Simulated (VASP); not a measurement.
```xyz
4
Lattice="3.7908 0.0000 0.0000 -1.8954 3.2829 0.0000 0.0000 0.0000 6.2138" Properties=species:S:1:pos:R:3 pbc="T T T"
Zn     0.0000     2.1886     6.2134
Zn     1.8954     1.0943     3.1065
S      0.0000     2.1886     2.3294
S      1.8954     1.0943     5.4363
```

All values below come from SCAN meta-GGA, VASP's PBE PAW potentials (set 64) (plane waves; VASP). Run with 400 eV cut-off, 8×8×4 Γ-centred mesh, tetrahedra with Blöchl corrections, potentials Zn S.

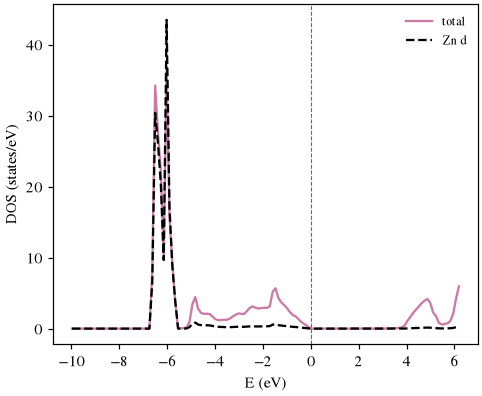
Fig. 1. Total and projected density of states, zero at the valence-band maximum

Within 2 eV below the valence-band maximum the largest weight inside VASP's projection spheres is S p, then Zn d.

The gap is direct, 2.80 eV, from the valence maximum at Γ to the conduction minimum at Γ.

The structure comes from a measured ZnS entry (P6_3mc) of the Crystallography Open Database, whose conditions weren't checked. It was relaxed first.
